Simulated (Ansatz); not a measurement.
```xyz
10

N    -1.0507   -0.1054   -1.1071
P     0.5547   -0.0817   -0.5721
N     0.2854   -1.2532    0.6652
N     0.8344    1.1801    0.5206
H    -1.2363    0.3647   -1.9783
H    -1.7959    0.0018   -0.4305
H     1.1122   -1.3867    1.2329
H     0.0037   -2.1434    0.2752
H     0.1684    1.3417    1.2655
H     1.2071    2.0310    0.1314
```

Geometry: PBE0-D4/def2-TZVP.

Level of theory: Ansatz 0.2.0, RKS PBE0-D4/def2-TZVPP.

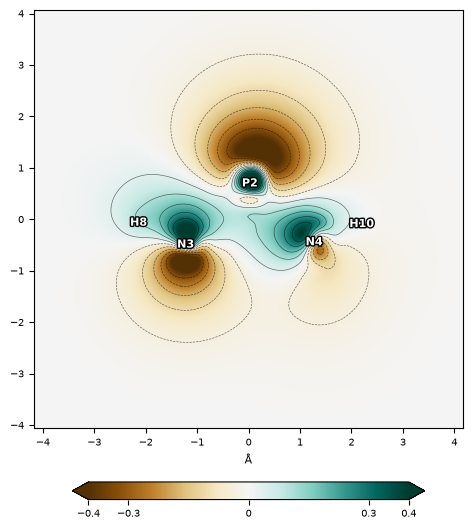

H₆N₃P (SMILES NP(N)N). The HOMO on the plane of atoms N3, P2 and N4 (values in Å⁻³ᐟ²; the overall sign is arbitrary).

Describe this orbital and give its energy.

Answer. It lies mainly on P2 (about 55 %) and N3 (about 25 %). Its energy is −6.02 eV.
